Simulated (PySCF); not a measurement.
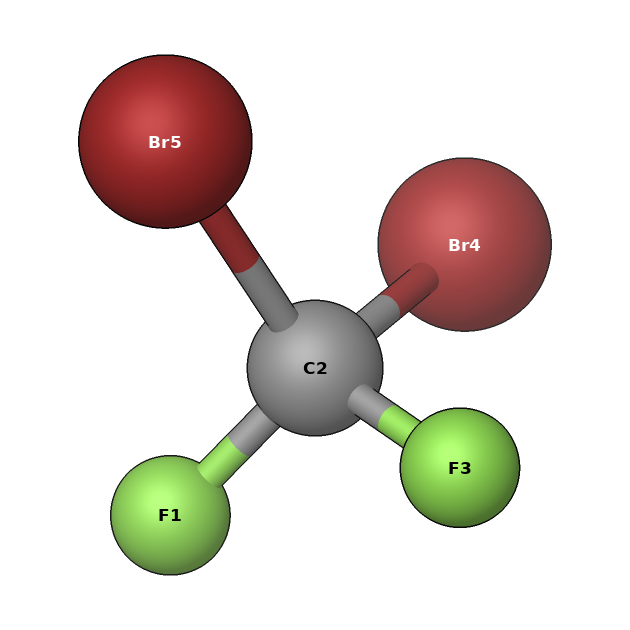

The computed structure is the end point of a GFN2-xTB optimisation. No frequency run is at hand to confirm it as a minimum. Level of theory: B3LYP/pcJ-1 (pcSseg-1 on Br) indirect spin-spin coupling, non-relativistic, gas phase (PySCF 2.14.0). Isotopes: 13C, 19F.

Give the spin–spin coupling constants of these pairs, with the number of bonds between them: F1/C2, C2/F3, F1/F3.

```tsv
pair	bonds apart	J (Hz)
F1, C2	1	−451.9
C2, F3	1	−451.8
F1, F3	2	−8.2
```

Density functionals are unreliable for couplings to fluorine, so those rows may be far off.

The geometry is semi-empirical. Around Br such bond lengths and angles can be off by a tenth of an ångström or more and by several degrees, and values that hang on the shape move with them.
